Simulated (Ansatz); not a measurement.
# AlBrClH3O2: two geometries relaxed, part 2 of 2

Aim: relax the geometries before and after the reaction (ligand exchange), and see whether they are two minima and how far apart in energy. Meant to form: Al1–Br7, H8–O2; to break: Al1–O2, H8–Br7. The start is a guess near the saddle point, from which both ends are pulled out.

Ansatz 0.2.0; RKS r2SCAN-D4/def2-SVP.

### Step 5. Pulling towards end B

Springs on the bonds that form and break draw the guess towards this end; the thresholds are loose.

Input file input.yaml:

```yaml
crystal:
  periodic: [false, false, false]
  atoms:
    - { symbol: Al, position_ang: [0.0, 0.0, 0.0] }
    - { symbol: O, position_ang: [0.0, 0.0, 2.13] }
    - { symbol: H, position_ang: [-0.9095, -0.2814, 2.4671] }
    - { symbol: Cl, position_ang: [1.9312, 0.0, -1.115] }
    - { symbol: O, position_ang: [-1.5415, 0.0, -0.89] }
    - { symbol: H, position_ang: [-2.0512, -0.8467, -0.6815] }
    - { symbol: Br, position_ang: [0.578, 2.506, 0.8545] }
    - { symbol: H, position_ang: [0.2815, 1.2207, 2.0086] }
basis:
  gaussian: { orbitals: def2-SVP }
hamiltonian:
  xc: r2scan
  dispersion: d4
relax:
  f_tol: 0.15
  max_steps: 25
  restrain:
    - { distance: [0, 6], at: 2.41, k: 30.0 }
    - { distance: [7, 1], at: 1.01, k: 30.0 }
    - { distance: [0, 1], at: 2.98, k: 30.0 }
    - { distance: [7, 6], at: 2.75, k: 30.0 }
```

Run with:

```sh
$ ansatz run input.yaml --threads 4 --pin off --max-ram 5120MiB --backend cpu --events-out ev --progress --plain --runs-dir out
```

Standard output:

```text
Warning: RAYON_NUM_THREADS=4 ignored (pool sized by the plan → 4); use --threads N
The last accepted step is kept in <dir> (removed where the run ends without a failure and the disk answers)
Engine: ansatz 0.2.0, x86_64-unknown-linux-gnu
Functional definition: r2SCAN
  parameter k0 = 0.174
  parameter k1 = 0.065
  parameter a1 = 4.9479
  exchange = r2scan_x(k0 = k0, k1 = k1, a1 = a1)
  correlation = r2scan_c
1193 factors; their error is unknown
mean field evaluation 1: about -93282.7491 eV, gradient 7.0e1 eV
mean field evaluation 2: about -93235.5403 eV, gradient 1.6e2 eV
mean field evaluation 4: about -93291.3809 eV, gradient 1.6e1 eV
mean field evaluation 8: about -93291.8322 eV, gradient 8.4e-2 eV
mean field evaluation 16: about -93291.7394 eV, gradient 4.3e-5 eV
mean field -93291.73935465 eV, -3428.4081858713 hartree, gradient 4.3e-5 eV, S^2 0.000000; 0 other end points of the search recorded, 0 dependent functions left out
the calculation of the forces begins
reference -93291.73936503 eV, -3428.4081862526 hartree; 42, 42 occupied and 69, 69 virtual orbitals, 1193 factors
relax step   1: F+E_penalty+E_count = -93291.78841836 eV  Δ(F+E_penalty+E_count) = +0.000e0 eV  max|allowed force component| = 2.466e0 eV/Å  E_restraint = 28.03487015 eV  max|allowed force component, restraints' pulls added| = 3.031e1 eV/Å  Δτ_max = 0.0000 Å  (28 SCF iters, accepted)
  distance Al 0 - Br 6 = 2.7100 Å
  distance H 7 - O 1 = 1.2586 Å
  distance Al 0 - O 1 = 2.1300 Å
  distance H 7 - Br 6 = 1.7527 Å
these checks for a lower state are left out or cut short: starts, cluster_reference, orbital_swaps, neighbouring_geometries, increment
1193 factors; their error is unknown
mean field -93291.92949174 eV, -3428.4151732805 hartree, gradient 1.9e-5 eV, S^2 0.000000; 0 other end points of the search recorded, 0 dependent functions left out
the calculation of the forces begins
reference -93291.92950215 eV, -3428.4151736629 hartree; 42, 42 occupied and 69, 69 virtual orbitals, 1193 factors
relax step   2: F+E_penalty+E_count = -93291.97797271 eV  Δ(F+E_penalty+E_count) = -1.896e-1 eV  max|allowed force component| = 2.751e0 eV/Å  E_restraint = 12.92836330 eV  max|allowed force component, restraints' pulls added| = 1.903e1 eV/Å  Δτ_max = 0.1949 Å  (36 SCF iters, accepted)
  distance Al 0 - Br 6 = 2.6599 Å
  distance H 7 - O 1 = 1.1132 Å
  distance Al 0 - O 1 = 2.3830 Å
  distance H 7 - Br 6 = 2.0924 Å
these checks for a lower state are left out or cut short: starts, cluster_reference, orbital_swaps, neighbouring_geometries, increment
1193 factors; their error is unknown
mean field evaluation 32: about -93292.2593 eV, gradient 1.2e-5 eV
mean field -93292.25929460 eV, -3428.4272933119 hartree, gradient 1.2e-5 eV, S^2 0.000000; 0 other end points of the search recorded, 0 dependent functions left out
the calculation of the forces begins
reference -93292.25930508 eV, -3428.4272936972 hartree; 42, 42 occupied and 69, 69 virtual orbitals, 1193 factors
relax step   3: F+E_penalty+E_count = -93292.30800119 eV  Δ(F+E_penalty+E_count) = -3.300e-1 eV  max|allowed force component| = 2.669e0 eV/Å  E_restraint = 3.78730406 eV  max|allowed force component, restraints' pulls added| = 8.892e0 eV/Å  Δτ_max = 0.1949 Å  (35 SCF iters, accepted)
  distance Al 0 - Br 6 = 2.5553 Å
  distance H 7 - O 1 = 0.9794 Å
  distance Al 0 - O 1 = 2.6458 Å
  distance H 7 - Br 6 = 2.4054 Å
these checks for a lower state are left out or cut short: starts, cluster_reference, orbital_swaps, neighbouring_geometries, increment
1193 factors; their error is unknown
mean field -93292.57367812 eV, -3428.4388466932 hartree, gradient 9.9e-6 eV, S^2 0.000000; 0 other end points of the search recorded, 0 dependent functions left out
the calculation of the forces begins
reference -93292.57368868 eV, -3428.4388470812 hartree; 42, 42 occupied and 69, 69 virtual orbitals, 1193 factors
relax step   4: F+E_penalty+E_count = -93292.62213256 eV  Δ(F+E_penalty+E_count) = -3.141e-1 eV  max|allowed force component| = 1.786e0 eV/Å  E_restraint = 0.26967011 eV  max|allowed force component, restraints' pulls added| = 3.046e0 eV/Å  Δτ_max = 0.1946 Å  (35 SCF iters, accepted)
  distance Al 0 - Br 6 = 2.4161 Å
  distance H 7 - O 1 = 0.9598 Å
  distance Al 0 - O 1 = 2.8887 Å
  distance H 7 - Br 6 = 2.6658 Å
these checks for a lower state are left out or cut short: starts, cluster_reference, orbital_swaps, neighbouring_geometries, increment
1193 factors; their error is unknown
mean field -93292.89000098 eV, -3428.4504713441 hartree, gradient 9.5e-6 eV, S^2 0.000000; 0 other end points of the search recorded, 0 dependent functions left out
the calculation of the forces begins
reference -93292.89001166 eV, -3428.4504717366 hartree; 42, 42 occupied and 69, 69 virtual orbitals, 1193 factors
relax step   5: F+E_penalty+E_count = -93292.93826702 eV  Δ(F+E_penalty+E_count) = -3.161e-1 eV  max|allowed force component| = 1.552e0 eV/Å  E_restraint = 0.01507037 eV  max|allowed force component, restraints' pulls added| = 1.321e0 eV/Å  Δτ_max = 0.1987 Å  (35 SCF iters, accepted)
  distance Al 0 - Br 6 = 2.3847 Å
  distance H 7 - O 1 = 1.0080 Å
  distance Al 0 - O 1 = 2.9673 Å
  distance H 7 - Br 6 = 2.7641 Å
these checks for a lower state are left out or cut short: starts, cluster_reference, orbital_swaps, neighbouring_geometries, increment
1193 factors; their error is unknown
mean field -93292.95795536 eV, -3428.4529686214 hartree, gradient 9.9e-6 eV, S^2 0.000000; 0 other end points of the search recorded, 0 dependent functions left out
the calculation of the forces begins
reference -93292.95796605 eV, -3428.4529690144 hartree; 42, 42 occupied and 69, 69 virtual orbitals, 1193 factors
relax step   6: F+E_penalty+E_count = -93293.00628782 eV  Δ(F+E_penalty+E_count) = -6.802e-2 eV  max|allowed force component| = 1.575e0 eV/Å  E_restraint = 0.03282607 eV  max|allowed force component, restraints' pulls added| = 1.575e0 eV/Å  Δτ_max = 0.1905 Å  (35 SCF iters, accepted)
  distance Al 0 - Br 6 = 2.3740 Å
  distance H 7 - O 1 = 0.9937 Å
  distance Al 0 - O 1 = 2.9645 Å
  distance H 7 - Br 6 = 2.7697 Å
these checks for a lower state are left out or cut short: starts, cluster_reference, orbital_swaps, neighbouring_geometries, increment
1193 factors; their error is unknown
mean field evaluation 64: about -93292.9975 eV, gradient 9.6e-6 eV
mean field -93292.99747788 eV, -3428.4544210472 hartree, gradient 9.6e-6 eV, S^2 0.000000; 0 other end points of the search recorded, 0 dependent functions left out
the calculation of the forces begins
reference -93292.99748855 eV, -3428.4544214394 hartree; 42, 42 occupied and 69, 69 virtual orbitals, 1193 factors
relax step   7: F+E_penalty+E_count = -93293.04584858 eV  Δ(F+E_penalty+E_count) = -3.956e-2 eV  max|allowed force component| = 1.157e0 eV/Å  E_restraint = 0.03465195 eV  max|allowed force component, restraints' pulls added| = 1.157e0 eV/Å  Δτ_max = 0.0474 Å  (30 SCF iters, accepted)
  distance Al 0 - Br 6 = 2.3727 Å
  distance H 7 - O 1 = 0.9907 Å
  distance Al 0 - O 1 = 2.9619 Å
  distance H 7 - Br 6 = 2.7648 Å
these checks for a lower state are left out or cut short: starts, cluster_reference, orbital_swaps, neighbouring_geometries, increment
1193 factors; their error is unknown
mean field -93293.05641977 eV, -3428.4565871218 hartree, gradient 1.5e-5 eV, S^2 0.000000; 0 other end points of the search recorded, 0 dependent functions left out
the calculation of the forces begins
reference -93293.05643040 eV, -3428.4565875123 hartree; 42, 42 occupied and 69, 69 virtual orbitals, 1193 factors
relax step   8: F+E_penalty+E_count = -93293.10488411 eV  Δ(F+E_penalty+E_count) = -5.904e-2 eV  max|allowed force component| = 1.150e0 eV/Å  E_restraint = 0.03936617 eV  max|allowed force component, restraints' pulls added| = 4.170e-2 eV/Å  Δτ_max = 0.1810 Å  (29 SCF iters, accepted)
  distance Al 0 - Br 6 = 2.3700 Å
  distance H 7 - O 1 = 0.9869 Å
  distance Al 0 - O 1 = 2.9579 Å
  distance H 7 - Br 6 = 2.7523 Å
these checks for a lower state are left out or cut short: starts, cluster_reference, orbital_swaps, neighbouring_geometries, increment
1193 factors; their error is unknown
mean field -93293.03663612 eV, -3428.4558600860 hartree, gradient 1.8e-5 eV, S^2 0.000000; 0 other end points of the search recorded, 0 dependent functions left out
the calculation of the forces begins
reference -93293.03664674 eV, -3428.4558604762 hartree; 42, 42 occupied and 69, 69 virtual orbitals, 1193 factors
relax step   9: F+E_penalty+E_count = -93293.08511343 eV  Δ(F+E_penalty+E_count) = +1.977e-2 eV  max|allowed force component| = 1.251e0 eV/Å  E_restraint = 0.04128894 eV  max|allowed force component, restraints' pulls added| = 1.007e0 eV/Å  Δτ_max = 0.1951 Å  (28 SCF iters, rejected (line search))
  distance Al 0 - Br 6 = 2.3661 Å
  distance H 7 - O 1 = 0.9881 Å
  distance Al 0 - O 1 = 2.9614 Å
  distance H 7 - Br 6 = 2.7502 Å
these checks for a lower state are left out or cut short: starts, cluster_reference, orbital_swaps, neighbouring_geometries, increment
1193 factors; their error is unknown
mean field -93293.05849602 eV, -3428.4566634226 hartree, gradient 2.3e-5 eV, S^2 0.000000; 0 other end points of the search recorded, 0 dependent functions left out
the calculation of the forces begins
reference -93293.05850663 eV, -3428.4566638124 hartree; 42, 42 occupied and 69, 69 virtual orbitals, 1193 factors
relax step  10: F+E_penalty+E_count = -93293.10696928 eV  Δ(F+E_penalty+E_count) = -2.085e-3 eV  max|allowed force component| = 1.217e0 eV/Å  E_restraint = 0.04009702 eV  max|allowed force component, restraints' pulls added| = 2.598e-1 eV/Å  Δτ_max = 0.0974 Å  (29 SCF iters, accepted)
  distance Al 0 - Br 6 = 2.3689 Å
  distance H 7 - O 1 = 0.9880 Å
  distance Al 0 - O 1 = 2.9577 Å
  distance H 7 - Br 6 = 2.7512 Å
these checks for a lower state are left out or cut short: starts, cluster_reference, orbital_swaps, neighbouring_geometries, increment
1193 factors; their error is unknown
mean field -93293.06128902 eV, -3428.4567660632 hartree, gradient 1.4e-5 eV, S^2 0.000000; 0 other end points of the search recorded, 0 dependent functions left out
the calculation of the forces begins
reference -93293.06129963 eV, -3428.4567664531 hartree; 42, 42 occupied and 69, 69 virtual orbitals, 1193 factors
relax step  11: F+E_penalty+E_count = -93293.10964584 eV  Δ(F+E_penalty+E_count) = -2.677e-3 eV  max|allowed force component| = 1.123e0 eV/Å  E_restraint = 0.04099770 eV  max|allowed force component, restraints' pulls added| = 2.772e-2 eV/Å  Δτ_max = 0.0613 Å  (29 SCF iters, accepted)
  distance Al 0 - Br 6 = 2.3693 Å
  distance H 7 - O 1 = 0.9866 Å
  distance Al 0 - O 1 = 2.9570 Å
  distance H 7 - Br 6 = 2.7518 Å
1193 factors; their error is unknown
mean field evaluation 96: about -93243.7265 eV, gradient 1.5e2 eV
mean field -93293.06128902 eV, -3428.4567660632 hartree, gradient 1.3e-5 eV, S^2 0.000000; 1 other end points of the search recorded, 0 dependent functions left out
the calculation of the forces begins
reference -93293.06129963 eV, -3428.4567664531 hartree; 42, 42 occupied and 69, 69 virtual orbitals, 1193 factors
Total energy: -93293.10965645 eV, -3428.4585435334 hartree
Atom 0 at     0.083190     0.520005    -0.420720 Å, force     0.112494     0.993725     1.123309 eV/Å
Atom 1 at     0.056833    -0.087419     2.473053 Å, force     0.152566     0.815706    -0.622920 eV/Å
Atom 2 at    -0.902624    -0.124996     2.600001 Å, force    -0.013936    -0.004928     0.003791 eV/Å
Atom 3 at     1.759168    -0.437291    -1.219959 Å, force     0.005096    -0.005679     0.013561 eV/Å
Atom 4 at    -1.506123    -0.011279    -0.643077 Å, force    -0.006923    -0.001804     0.013576 eV/Å
Atom 5 at    -1.760880    -0.826923    -1.084086 Å, force    -0.001339    -0.004312     0.001668 eV/Å
Atom 6 at     0.308150     2.691165     0.500808 Å, force    -0.113746    -1.079765    -0.515641 eV/Å
Atom 7 at     0.250786     0.875337     2.567680 Å, force    -0.134212    -0.712943    -0.017344 eV/Å
Dipole moment:    -0.424581    -0.251160     0.090509 e Å
```

Wall time 17 s (4 threads of Intel Xeon Platinum 8488C (Sapphire Rapids), shared host); peak memory 0.21 GiB.

Step by step:

| step | energy from step 1 (eV) | largest force component (eV/Å) |
| --- | --- | --- |
| 1 | 0.0000 | 2.4656 |
| 2 | -0.1896 | 2.7509 |
| 3 | -0.5196 | 2.6693 |
| 4 | -0.8337 | 1.7861 |
| 5 | -1.1498 | 1.5517 |
| 6 | -1.2179 | 1.5753 |
| 7 | -1.2574 | 1.1570 |
| 8 | -1.3165 | 1.1500 |
| 9x | -1.2967 | 1.2505 |
| 10 | -1.3186 | 1.2168 |
| 11 | -1.3212 | 1.1233 |

Step 1 is the start. 1 step was tried and not accepted (9; marked x where the table lists them). Energies and forces in the table leave out the springs, which the log lists apart; the run stops on the force with the springs' pull added.

After: Bond lengths: O2–H3 0.969 Å, Al1–Cl4 2.089 Å, Al1–O5 1.690 Å, O5–H6 0.962 Å, Al1–Br7 2.369 Å, O2–H8 0.987 Å. Angles: H3–O2–H8 102.7°, Cl4–Al1–O5 124.1°, Cl4–Al1–Br7 119.5°, O5–Al1–Br7 115.4°, Al1–O5–H6 125.2°.

Pairs that crossed the distance rule for bonds on the way: came closer O2–H8; moved apart Al1–O2, Br7–H8.

### Step 6. End point B

It starts where the restrained run ended.

Input file input.yaml:

```yaml
crystal:
  periodic: [false, false, false]
  atoms:
    - { symbol: Al, position_ang: [0.08319, 0.520005, -0.42072] }
    - { symbol: O, position_ang: [0.056833, -0.087419, 2.473053] }
    - { symbol: H, position_ang: [-0.902624, -0.124996, 2.600001] }
    - { symbol: Cl, position_ang: [1.759168, -0.437291, -1.219959] }
    - { symbol: O, position_ang: [-1.506123, -0.011279, -0.643077] }
    - { symbol: H, position_ang: [-1.76088, -0.826923, -1.084086] }
    - { symbol: Br, position_ang: [0.30815, 2.691165, 0.500808] }
    - { symbol: H, position_ang: [0.250786, 0.875337, 2.56768] }
basis:
  gaussian: { orbitals: def2-SVP }
hamiltonian:
  xc: r2scan
  dispersion: d4
relax:
  f_tol: 0.03
  max_steps: 50
```

Run with:

```sh
$ ansatz run input.yaml --threads 4 --pin off --max-ram 5120MiB --backend cpu --events-out ev --progress --plain --runs-dir out
```

Standard output (excerpt; [...] marks lines left out):

```text
Warning: RAYON_NUM_THREADS=4 ignored (pool sized by the plan → 4); use --threads N
[...]
Functional definition: r2SCAN
[...]
1193 factors; their error is unknown
[...]
mean field -93293.06130334 eV, -3428.4567665896 hartree, gradient 1.4e-5 eV, S^2 0.000000; 0 other end points of the search recorded, 0 dependent functions left out
[...]
reference -93293.06131397 eV, -3428.4567669801 hartree; 42, 42 occupied and 69, 69 virtual orbitals, 1193 factors
relax step   1: F+E_penalty+E_count = -93293.10966016 eV  Δ(F+E_penalty+E_count) = +0.000e0 eV  max|allowed force component| = 1.123e0 eV/Å  Δτ_max = 0.0000 Å  (29 SCF iters, accepted)
[...]
relax step   4: F+E_penalty+E_count = -93293.89804618 eV  Δ(F+E_penalty+E_count) = -1.924e-1 eV  max|allowed force component| = 1.901e0 eV/Å  Δτ_max = 0.1943 Å  (35 SCF iters, accepted)
[...]
reference -93294.05393459 eV, -3428.4932451152 hartree; 42, 42 occupied and 69, 69 virtual orbitals, 1193 factors
Total energy: -93294.10416640 eV, -3428.4950911001 hartree
Atom 0 at     0.127586     0.495677     0.029680 Å, force     0.010570    -0.011374    -0.001642 eV/Å
Atom 1 at     0.078947     0.041674     1.930682 Å, force    -0.002973     0.001338    -0.010945 eV/Å
Atom 2 at    -0.804778    -0.366374     2.011705 Å, force    -0.006470    -0.005932     0.004002 eV/Å
Atom 3 at     1.781676    -0.469953    -0.861039 Å, force     0.004699     0.001762     0.000871 eV/Å
Atom 4 at    -1.432505    -0.209789    -0.132942 Å, force    -0.005125     0.002249    -0.002972 eV/Å
Atom 5 at    -1.851467    -0.487884    -0.951041 Å, force     0.001869     0.005895     0.010876 eV/Å
Atom 6 at     0.295790     2.765850     0.246360 Å, force    -0.004813     0.004901    -0.002590 eV/Å
Atom 7 at     0.093252     0.829397     2.500294 Å, force     0.002242     0.001161     0.002401 eV/Å
Dipole moment:    -0.547054    -0.271732     0.676044 e Å
```

It took 22 s on 4 threads of Intel Xeon Platinum 8488C (Sapphire Rapids), shared host; peak memory 0.21 GiB.

Relaxation path:

| step | energy from step 1 (eV) | largest force component (eV/Å) |
| --- | --- | --- |
| 1 | 0.0000 | 1.1230 |
| 2 | -0.2651 | 1.2513 |
| 3 | -0.5960 | 1.4008 |
| 4 | -0.7884 | 1.9006 |
| 5 | -0.9096 | 0.5700 |
| 6 | -0.9452 | 0.3156 |
| 7 | -0.9591 | 0.9081 |
| 8 | -0.9790 | 0.3664 |
| 9 | -0.9873 | 0.1012 |
| 10 | -0.9919 | 0.0721 |
| 11x | -0.9908 | 0.2166 |
| 12 | -0.9938 | 0.0482 |
| 13x | -0.9935 | 0.0828 |
| 14 | -0.9945 | 0.0114 |

Step 1 is the start. 2 steps were tried and not accepted (11, 13; marked x where the table lists them).

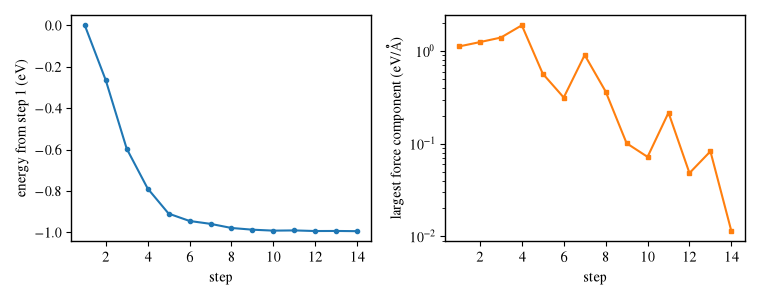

How energy and force went from step to step.

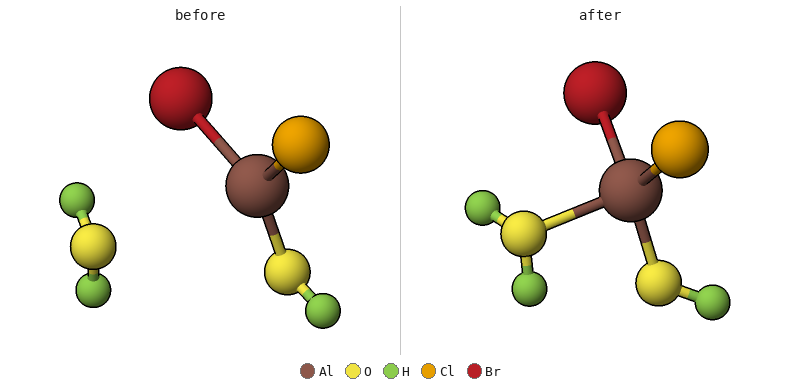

Before and after, at one scale.

After: Bond lengths: Al1–O2 1.955 Å, O2–H3 0.977 Å, Al1–Cl4 2.112 Å, Al1–O5 1.720 Å, O5–H6 0.960 Å, Al1–Br7 2.287 Å, O2–H8 0.972 Å. Angles: Al1–O2–H3 101.5°, Al1–O2–H8 112.4°, H3–O2–H8 107.7°, O2–Al1–Cl4 108.9°, O2–Al1–O5 88.5°, O2–Al1–Br7 98.1°, Cl4–Al1–O5 118.9°, Cl4–Al1–Br7 115.9°, O5–Al1–Br7 118.9°, Al1–O5–H6 126.5°.

Pairs that crossed the distance rule for bonds on the way: came closer Al1–O2.

### Step 7. Outcome

The summary covers parts 1 to 2.

```
                           quantity                     value
                              end A  23 moves, 1.530 eV lower
                              end B  11 moves, 0.994 eV lower
largest difference between the ends                    0.04 Å
            end B relative to end A                 -0.000 eV
```

**Reading.** Both starts fell into the same minimum (no atom differs by more than 0.04 Å), so from this start no second minimum was found and no band was run; another arrangement could still be one.
